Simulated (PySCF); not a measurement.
C₄H₁₁GaO, SMILES C[CH2][Ga]([OH])[CH2]C at its GFN2-xTB optimised geometry (Å):

```
17

Ga    -0.1310    -0.0007     0.0000
C      1.9385    -0.0007     0.0000
C      2.5448     1.4000     0.0089
H      2.2691    -0.5579    -0.8822
H      2.2684    -0.5690     0.8754
H      2.2286     1.9551     0.8924
H      2.2337     1.9639    -0.8708
H      3.6347     1.3496     0.0120
C     -1.4926     1.5791     0.0000
C     -2.9328     1.0852     0.0962
H     -1.3521     2.1627    -0.9146
H     -1.2604     2.2440     0.8367
H     -3.0870     0.5263     1.0206
H     -3.1698     0.4259    -0.7406
H     -3.6347     1.9206     0.0810
O     -0.7015    -1.6313    -0.0045
H     -1.4293    -2.2440    -0.0048
```

Computed with CAM-B3LYP/def2-SVP (PySCF). Cells within 0.4 Å of a nucleus heavier than hydrogen are left out (blank, or x).

Map of the HOMO−1 amplitude (bohr^(-3/2)) on the plane z = 0.0 Å; orbital energy -9.71 eV, overall sign arbitrary:

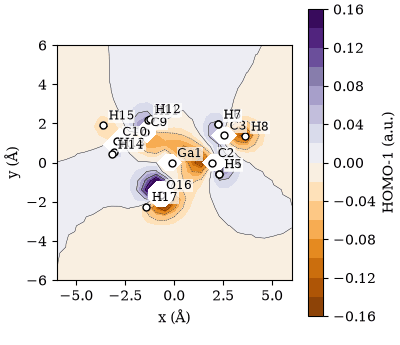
HOMO−1 amplitude (bohr^(-3/2)) on the plane z = 0.0 Å.
